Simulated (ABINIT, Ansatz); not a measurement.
# TiTe2 (P-3m1): zone-centre phonons, part 3 of 3

Which modes does TiTe2 (P-3m1) have at the zone centre?

ABINIT 10.8.3; DFT LDA, scalar-relativistic, plane waves, PseudoDojo norm-conserving pseudopotentials.

So far. Step 4 (Relaxation): The volume changes by -0.1 % in this run and stands -5.3 % from the first cell. Step 6 (Linear response at Γ): The acoustic modes at Γ come out as far as 0.7 cm⁻¹ from zero, where they should vanish, a small numerical error.

### 7. Zone-centre analysis

anaddb reads the merged derivatives and imposes the acoustic sum rule.

The input, anaddb.abi:

```
ddb_filepath "gamma_DDB"
output_file "anaddb.abo"
outdata_prefix "anaddb"
asr 1
chneut 1
enunit 2
eivec 1
nph1l 1
qph1l 0.0 0.0 0.0 1.0
```

The input, mrgddb.in:

```
gamma_DDB
merged
2
dfpt_gammao_DDB
gso_DDB
```

Launch:

```bash
$ mrgddb < mrgddb.in > mrgddb.log
$ OMP_NUM_THREADS=1 anaddb anaddb.abi > anaddb.log
```

anaddb.abo, the main output file:

```text
-outvars_anaddb: echo values of input variables ----------------------

 Miscellaneous information :
      enunit         2
       eivec         1
         asr         1
 First list of wavevector (reduced coord.) :
       nph1l         1
       qph1l
                     0.00000000E+00  0.00000000E+00  0.00000000E+00    1.000E+00

================================================================================

 read the DDB information and perform some checks

  ==== Info on the Cryst% object ====
 Real(R)+Recip(G) space primitive vectors, cartesian coordinates (Bohr,Bohr^-1):
 R(1)=  6.8610352  0.0000000  0.0000000  G(1)=  0.1457506  0.0841491  0.0000000
 R(2)= -3.4305176  5.9418308  0.0000000  G(2)=  0.0000000  0.1682983  0.0000000
 R(3)=  0.0000000  0.0000000 30.8025358  G(3)=  0.0000000  0.0000000  0.0324649
 Unit cell volume ucvol=  1.2557304E+03 bohr^3
 Angles (23,13,12)=  9.00000000E+01  9.00000000E+01  1.20000000E+02 degrees
 Time-reversal symmetry is present
 Reduced atomic positions [iatom, xred, symbol]:
    1)    0.0000000  0.0000000  0.5000000  Ti
    2)    0.3333333  0.6666667  0.6066005  Te
    3)    0.6666667  0.3333333  0.3933995  Te

 DDB file with 3 blocks has been read.

================================================================================

 Treat the first list of vectors

  Phonon wavevector (reduced coordinates) :  0.00000  0.00000  0.00000
 Phonon energies in Hartree :
   0.000000E+00  0.000000E+00  0.000000E+00  4.419744E-04  4.419744E-04
   6.372432E-04  8.121101E-04  8.121101E-04  1.260414E-03
 Phonon energies in meV     :
-  0.000000E+00  0.000000E+00  0.000000E+00  1.202674E+01  1.202674E+01
-  1.734027E+01  2.209864E+01  2.209864E+01  3.429760E+01
 Phonon frequencies in cm-1    :
-  0.000000E+00  0.000000E+00  0.000000E+00  9.700218E+01  9.700218E+01
-  1.398587E+02  1.782376E+02  1.782376E+02  2.766288E+02
 Phonon frequencies in Thz     :
-  0.000000E+00  0.000000E+00  0.000000E+00  2.908052E+00  2.908052E+00
-  4.192859E+00  5.343427E+00  5.343427E+00  8.293124E+00
 Phonon energies in Kelvin  :
-  0.000000E+00  0.000000E+00  0.000000E+00  1.395645E+02  1.395645E+02
-  2.012255E+02  2.564441E+02  2.564441E+02  3.980072E+02

 Eigendisplacements
 (will be given, for each mode : in cartesian coordinates
   for each atom the real part of the displacement vector,
   then the imaginary part of the displacement vector - absolute values smaller than 1.0d-7 are set to zero)
  Mode number    1   Energy    0.000000E+00
 Attention : low frequency mode.
   (Could be unstable or acoustic mode)
-  1  0.00000000E+00  0.00000000E+00  1.34536866E-03
-     0.00000000E+00  0.00000000E+00  0.00000000E+00
-  2  0.00000000E+00  0.00000000E+00  1.34536867E-03
-     0.00000000E+00  0.00000000E+00  0.00000000E+00
-  3  0.00000000E+00  0.00000000E+00  1.34536867E-03
-     0.00000000E+00  0.00000000E+00  0.00000000E+00
  Mode number    2   Energy    0.000000E+00
 Attention : low frequency mode.
   (Could be unstable or acoustic mode)
-  1  0.00000000E+00  1.34536845E-03  0.00000000E+00
-     0.00000000E+00  0.00000000E+00  0.00000000E+00
-  2  0.00000000E+00  1.34536871E-03  0.00000000E+00
-     0.00000000E+00  0.00000000E+00  0.00000000E+00
-  3  0.00000000E+00  1.34536871E-03  0.00000000E+00
-     0.00000000E+00  0.00000000E+00  0.00000000E+00
  Mode number    3   Energy    0.000000E+00
 Attention : low frequency mode.
   (Could be unstable or acoustic mode)
-  1  1.34536845E-03  0.00000000E+00  0.00000000E+00
-     0.00000000E+00  0.00000000E+00  0.00000000E+00
-  2  1.34536871E-03  0.00000000E+00  0.00000000E+00
-     0.00000000E+00  0.00000000E+00  0.00000000E+00
-  3  1.34536871E-03  0.00000000E+00  0.00000000E+00
-     0.00000000E+00  0.00000000E+00  0.00000000E+00
  Mode number    4   Energy    4.419744E-04
-  1  0.00000000E+00  0.00000000E+00  0.00000000E+00
-     0.00000000E+00  0.00000000E+00  0.00000000E+00
-  2  0.00000000E+00  1.46615408E-03  0.00000000E+00
-     0.00000000E+00  0.00000000E+00  0.00000000E+00
-  3  0.00000000E+00 -1.46615408E-03  0.00000000E+00
-     0.00000000E+00  0.00000000E+00  0.00000000E+00
  Mode number    5   Energy    4.419744E-04
-  1  0.00000000E+00  0.00000000E+00  0.00000000E+00
-     0.00000000E+00  0.00000000E+00  0.00000000E+00
-  2  1.46615408E-03  0.00000000E+00  0.00000000E+00
-     0.00000000E+00  0.00000000E+00  0.00000000E+00
-  3 -1.46615408E-03  0.00000000E+00  0.00000000E+00
-     0.00000000E+00  0.00000000E+00  0.00000000E+00
  Mode number    6   Energy    6.372432E-04
;  1  0.00000000E+00  0.00000000E+00  0.00000000E+00
;     0.00000000E+00  0.00000000E+00  0.00000000E+00
;  2  0.00000000E+00  0.00000000E+00  1.46615408E-03
;     0.00000000E+00  0.00000000E+00  0.00000000E+00
;  3  0.00000000E+00  0.00000000E+00 -1.46615408E-03
;     0.00000000E+00  0.00000000E+00  0.00000000E+00
  Mode number    7   Energy    8.121101E-04
-  1  0.00000000E+00  3.10602243E-03  0.00000000E+00
-     0.00000000E+00  0.00000000E+00  0.00000000E+00
-  2  0.00000000E+00 -5.82744219E-04  0.00000000E+00
-     0.00000000E+00  0.00000000E+00  0.00000000E+00
-  3  0.00000000E+00 -5.82744219E-04  0.00000000E+00
-     0.00000000E+00  0.00000000E+00  0.00000000E+00
  Mode number    8   Energy    8.121101E-04
-  1  3.10602243E-03  0.00000000E+00  0.00000000E+00
-     0.00000000E+00  0.00000000E+00  0.00000000E+00
-  2 -5.82744219E-04  0.00000000E+00  0.00000000E+00
-     0.00000000E+00  0.00000000E+00  0.00000000E+00
-  3 -5.82744219E-04  0.00000000E+00  0.00000000E+00
-     0.00000000E+00  0.00000000E+00  0.00000000E+00
  Mode number    9   Energy    1.260414E-03
;  1  0.00000000E+00  0.00000000E+00  3.10602234E-03
;     0.00000000E+00  0.00000000E+00  0.00000000E+00
;  2  0.00000000E+00  0.00000000E+00 -5.82744311E-04
;     0.00000000E+00  0.00000000E+00  0.00000000E+00
;  3  0.00000000E+00  0.00000000E+00 -5.82744311E-04
;     0.00000000E+00  0.00000000E+00  0.00000000E+00

 Analysis of degeneracies and characters (maximum tolerance=1.00E-06 a.u.)
 For each vibration mode, or group of modes if degenerate,
 the characters are given for each symmetry operation (see the list in the log file).
 Symmetry characters of vibration mode #   1
       degenerate with vibration modes #   2 to    3
  3.0 -3.0  1.0 -1.0  0.0 -0.0  1.0 -1.0  0.0 -0.0  1.0 -1.0
 Symmetry characters of vibration mode #   4
        degenerate with vibration mode #   5
  2.0  2.0 -0.0 -0.0 -1.0 -1.0  0.0  0.0 -1.0 -1.0 -0.0 -0.0
 Symmetry characters of vibration mode #   6
  1.0  1.0  1.0  1.0  1.0  1.0  1.0  1.0  1.0  1.0  1.0  1.0
 Symmetry characters of vibration mode #   7
        degenerate with vibration mode #   8
  2.0 -2.0 -0.0  0.0 -1.0  1.0 -0.0  0.0 -1.0  1.0  0.0 -0.0
 Symmetry characters of vibration mode #   9
  1.0 -1.0  1.0 -1.0  1.0 -1.0  1.0 -1.0  1.0 -1.0  1.0 -1.0
-
```

It took 0.51 s on 1 thread of Arm Neoverse V1, shared host.

No LO-TO term; unit eigenvectors of the mass-weighted matrix, from anaddb's displacements. Modes at Γ, with each element's share of the kinetic energy:

| mode | frequency (cm⁻¹) | Ti % | Te % |
| --- | --- | --- | --- |
| 1 | 0.0 | 16 | 84 |
| 2 | 0.0 | 16 | 84 |
| 3 | 0.0 | 16 | 84 |
| 4 | 97.0 | 0 | 100 |
| 5 | 97.0 | 0 | 100 |
| 6 | 139.9 | 0 | 100 |
| 7 | 178.2 | 84 | 16 |
| 8 | 178.2 | 84 | 16 |
| 9 | 276.6 | 84 | 16 |

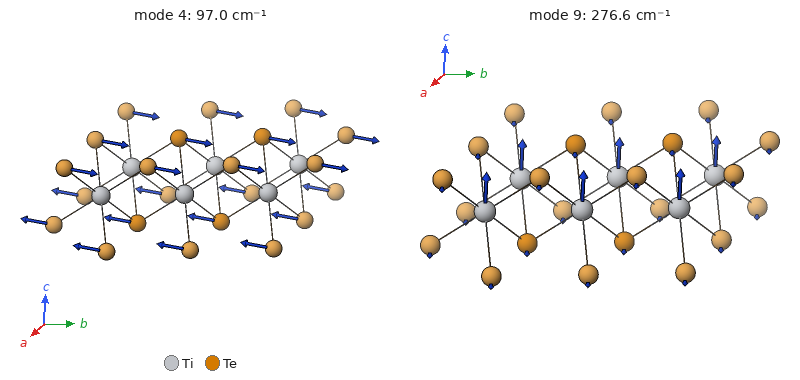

Displacement patterns of modes 4 and 9 at Γ; arrows are exaggerated. 1×2×1 cells are drawn. Some periodic images of atoms are drawn too.

The rule moves no optical mode by more than 0.1 cm⁻¹.

### 8. Sum rules set otherwise (asr 0)

Without the rule the raw error of the acoustic modes shows.

Changes to anaddb.abi since step 7:

```diff
@@ -3,4 +3,4 @@
 outdata_prefix "anaddb"
-asr 1
-chneut 1
+asr 0
+chneut 0
 enunit 2
```

mrgddb.in is that of step 7.

anaddb.abo, the main output file:

```text
-outvars_anaddb: echo values of input variables ----------------------

 Miscellaneous information :
      enunit         2
       eivec         1
      chneut         0
 First list of wavevector (reduced coord.) :
       nph1l         1
       qph1l
                     0.00000000E+00  0.00000000E+00  0.00000000E+00    1.000E+00

================================================================================

 read the DDB information and perform some checks

  ==== Info on the Cryst% object ====
 Real(R)+Recip(G) space primitive vectors, cartesian coordinates (Bohr,Bohr^-1):
 R(1)=  6.8610352  0.0000000  0.0000000  G(1)=  0.1457506  0.0841491  0.0000000
 R(2)= -3.4305176  5.9418308  0.0000000  G(2)=  0.0000000  0.1682983  0.0000000
 R(3)=  0.0000000  0.0000000 30.8025358  G(3)=  0.0000000  0.0000000  0.0324649
 Unit cell volume ucvol=  1.2557304E+03 bohr^3
 Angles (23,13,12)=  9.00000000E+01  9.00000000E+01  1.20000000E+02 degrees
 Time-reversal symmetry is present
 Reduced atomic positions [iatom, xred, symbol]:
    1)    0.0000000  0.0000000  0.5000000  Ti
    2)    0.3333333  0.6666667  0.6066005  Te
    3)    0.6666667  0.3333333  0.3933995  Te

 DDB file with 3 blocks has been read.

================================================================================

 Treat the first list of vectors

  Phonon wavevector (reduced coordinates) :  0.00000  0.00000  0.00000
 Phonon energies in Hartree :
   3.168469E-06  3.191135E-06  3.191136E-06  4.419768E-04  4.419768E-04
   6.372453E-04  8.121378E-04  8.121378E-04  1.260430E-03
 Phonon energies in meV     :
-  8.621843E-02  8.683521E-02  8.683525E-02  1.202680E+01  1.202680E+01
-  1.734033E+01  2.209940E+01  2.209940E+01  3.429806E+01
 Phonon frequencies in cm-1    :
-  6.953985E-01  7.003732E-01  7.003735E-01  9.700270E+01  9.700270E+01
-  1.398592E+02  1.782436E+02  1.782436E+02  2.766325E+02
 Phonon frequencies in Thz     :
-  2.084752E-02  2.099666E-02  2.099667E-02  2.908068E+00  2.908068E+00
-  4.192872E+00  5.343610E+00  5.343610E+00  8.293233E+00
 Phonon energies in Kelvin  :
-  1.000523E+00  1.007681E+00  1.007681E+00  1.395652E+02  1.395652E+02
-  2.012261E+02  2.564528E+02  2.564528E+02  3.980124E+02

 Eigendisplacements
 (will be given, for each mode : in cartesian coordinates
   for each atom the real part of the displacement vector,
   then the imaginary part of the displacement vector - absolute values smaller than 1.0d-7 are set to zero)
  Mode number    1   Energy    3.168469E-06
 Attention : low frequency mode.
   (Could be unstable or acoustic mode)
-  1  0.00000000E+00  0.00000000E+00  1.34533527E-03
-     0.00000000E+00  0.00000000E+00  0.00000000E+00
-  2  0.00000000E+00  0.00000000E+00  1.34537494E-03
-     0.00000000E+00  0.00000000E+00  0.00000000E+00
-  3  0.00000000E+00  0.00000000E+00  1.34537494E-03
-     0.00000000E+00  0.00000000E+00  0.00000000E+00
  Mode number    2   Energy    3.191135E-06
 Attention : low frequency mode.
   (Could be unstable or acoustic mode)
-  1  0.00000000E+00 -1.34528076E-03  0.00000000E+00
-     0.00000000E+00  0.00000000E+00  0.00000000E+00
-  2  0.00000000E+00 -1.34538516E-03  0.00000000E+00
-     0.00000000E+00  0.00000000E+00  0.00000000E+00
-  3  0.00000000E+00 -1.34538516E-03  0.00000000E+00
-     0.00000000E+00  0.00000000E+00  0.00000000E+00
  Mode number    3   Energy    3.191136E-06
 Attention : low frequency mode.
   (Could be unstable or acoustic mode)
-  1  1.34528076E-03  0.00000000E+00  0.00000000E+00
-     0.00000000E+00  0.00000000E+00  0.00000000E+00
-  2  1.34538516E-03  0.00000000E+00  0.00000000E+00
-     0.00000000E+00  0.00000000E+00  0.00000000E+00
-  3  1.34538516E-03  0.00000000E+00  0.00000000E+00
-     0.00000000E+00  0.00000000E+00  0.00000000E+00
  Mode number    4   Energy    4.419768E-04
-  1  0.00000000E+00  0.00000000E+00  0.00000000E+00
-     0.00000000E+00  0.00000000E+00  0.00000000E+00
-  2  0.00000000E+00  1.46615408E-03  0.00000000E+00
-     0.00000000E+00  0.00000000E+00  0.00000000E+00
-  3  0.00000000E+00 -1.46615408E-03  0.00000000E+00
-     0.00000000E+00  0.00000000E+00  0.00000000E+00
  Mode number    5   Energy    4.419768E-04
-  1  0.00000000E+00  0.00000000E+00  0.00000000E+00
-     0.00000000E+00  0.00000000E+00  0.00000000E+00
-  2  1.46615408E-03  0.00000000E+00  0.00000000E+00
-     0.00000000E+00  0.00000000E+00  0.00000000E+00
-  3 -1.46615408E-03  0.00000000E+00  0.00000000E+00
-     0.00000000E+00  0.00000000E+00  0.00000000E+00
  Mode number    6   Energy    6.372453E-04
;  1  0.00000000E+00  0.00000000E+00  0.00000000E+00
;     0.00000000E+00  0.00000000E+00  0.00000000E+00
;  2  0.00000000E+00  0.00000000E+00  1.46615408E-03
;     0.00000000E+00  0.00000000E+00  0.00000000E+00
;  3  0.00000000E+00  0.00000000E+00 -1.46615408E-03
;     0.00000000E+00  0.00000000E+00  0.00000000E+00
  Mode number    7   Energy    8.121378E-04
-  1  0.00000000E+00  3.10606041E-03  0.00000000E+00
-     0.00000000E+00  0.00000000E+00  0.00000000E+00
-  2  0.00000000E+00 -5.82706239E-04  0.00000000E+00
-     0.00000000E+00  0.00000000E+00  0.00000000E+00
-  3  0.00000000E+00 -5.82706239E-04  0.00000000E+00
-     0.00000000E+00  0.00000000E+00  0.00000000E+00
  Mode number    8   Energy    8.121378E-04
-  1  3.10606041E-03  0.00000000E+00  0.00000000E+00
-     0.00000000E+00  0.00000000E+00  0.00000000E+00
-  2 -5.82706239E-04  0.00000000E+00  0.00000000E+00
-     0.00000000E+00  0.00000000E+00  0.00000000E+00
-  3 -5.82706239E-04  0.00000000E+00  0.00000000E+00
-     0.00000000E+00  0.00000000E+00  0.00000000E+00
  Mode number    9   Energy    1.260430E-03
;  1  0.00000000E+00  0.00000000E+00  3.10603680E-03
;     0.00000000E+00  0.00000000E+00  0.00000000E+00
;  2  0.00000000E+00  0.00000000E+00 -5.82729849E-04
;     0.00000000E+00  0.00000000E+00  0.00000000E+00
;  3  0.00000000E+00  0.00000000E+00 -5.82729849E-04
;     0.00000000E+00  0.00000000E+00  0.00000000E+00

 Analysis of degeneracies and characters (maximum tolerance=1.00E-06 a.u.)
 For each vibration mode, or group of modes if degenerate,
 the characters are given for each symmetry operation (see the list in the log file).
 Symmetry characters of vibration mode #   1
       degenerate with vibration modes #   2 to    3
  3.0 -3.0  1.0 -1.0  0.0 -0.0  1.0 -1.0  0.0 -0.0  1.0 -1.0
 Symmetry characters of vibration mode #   4
        degenerate with vibration mode #   5
  2.0  2.0 -0.0 -0.0 -1.0 -1.0  0.0  0.0 -1.0 -1.0  0.0  0.0
 Symmetry characters of vibration mode #   6
  1.0  1.0  1.0  1.0  1.0  1.0  1.0  1.0  1.0  1.0  1.0  1.0
 Symmetry characters of vibration mode #   7
        degenerate with vibration mode #   8
  2.0 -2.0 -0.0  0.0 -1.0  1.0  0.0 -0.0 -1.0  1.0  0.0 -0.0
 Symmetry characters of vibration mode #   9
  1.0 -1.0  1.0 -1.0  1.0 -1.0  1.0 -1.0  1.0 -1.0  1.0 -1.0
-
```

Run time: 0.5 s. Hardware: 1 thread.

Zone-centre frequencies as printed; negative means imaginary. Modes:

| mode | frequency (cm⁻¹) |
| --- | --- |
| 1 | 0.7 |
| 2 | 0.7 |
| 3 | 0.7 |
| 4 | 97 |
| 5 | 97 |
| 6 | 139.9 |
| 7 | 178.2 |
| 8 | 178.2 |
| 9 | 276.6 |

### 9. Summary of results

- space group after relaxation: P-3m1
- area per atom: 3.81 Å²
- highest optical zone-centre mode (no LO-TO term): 276.6 cm⁻¹
- lowest optical zone-centre mode: 97 cm⁻¹
- imaginary optical modes at the zone centre (no q mesh in this session): none

What this shows: At the LDA level the optical modes of TiTe2 (P-3m1) at the zone centre run from 97 to 277 cm⁻¹. These are harmonic frequencies at zero temperature: anharmonic shifts and linewidths and thermal expansion are left out. Spin-orbit coupling is left out, which can matter for the heavy elements here. The sheet is repeated along c with vacuum between and no cut of the Coulomb interaction; dielectric tensors refer to the cell with its vacuum, no LO-TO term enters the bands, and the bending branch near Γ is rough. In a metal the frequencies hang on the k mesh and the smearing, most of all near Kohn anomalies. A run in a second program is left out, since it treats the direction across the vacuum otherwise. The sheet was typed on a prototype.

[Host names and launcher messages were left out of these logs when they were recorded.]

[Logs are printed without paths, hosts, clocks, repeated set-up lines and the standing remarks that a program may print on its own settings, such as how far it seeks lower states.]

[Hosts, paths, dates, database ids (printed as entryN), source tags and the programs' standing remarks are cut or masked in the printed files.]
